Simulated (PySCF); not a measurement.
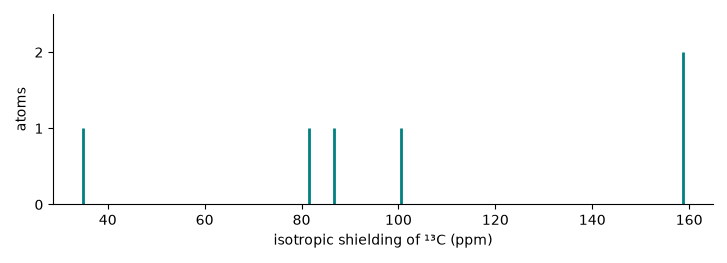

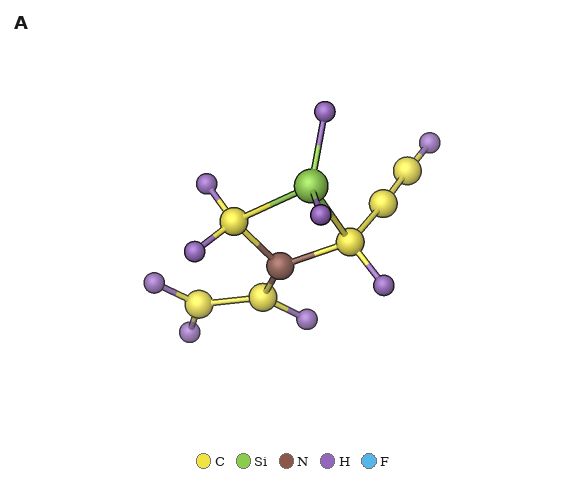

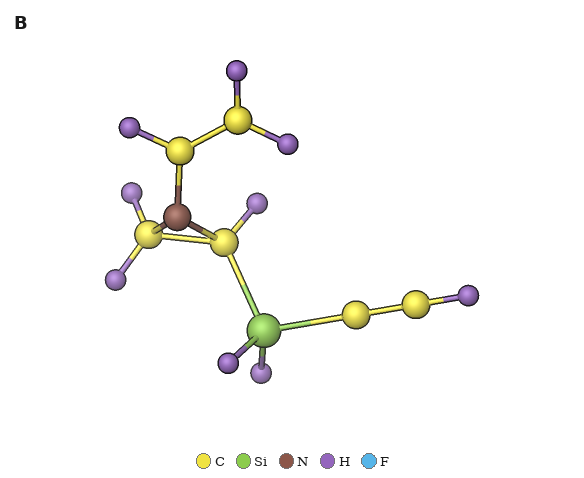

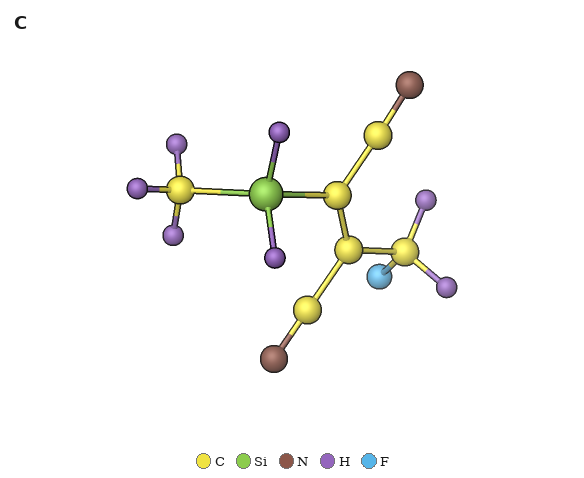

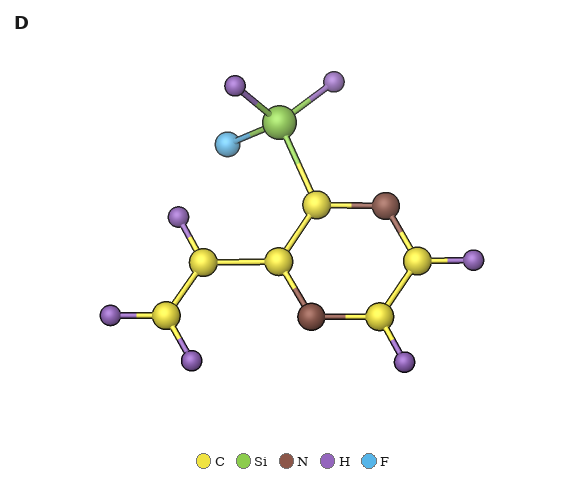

The sticks are computed shieldings of one of the molecules, for one fixed geometry (GFN2-xTB) without averaging over rotations. Low shielding means a high chemical shift. Method: GIAO PBE0/pcSseg-1 NMR shielding, non-relativistic, gas phase (PySCF 2.14.0).

### Match the spectrum to a structure.

B, `C#C[SiH2][C@H]1CN1C=C`. Its 6 C atoms give lines at 34.9, 81.5, 86.7, 100.6, 158.6 (2 atoms) ppm.

The geometry is semi-empirical. Around Si such bond lengths and angles can be off by a tenth of an ångström or more and by several degrees, and values that hang on the shape move with them.
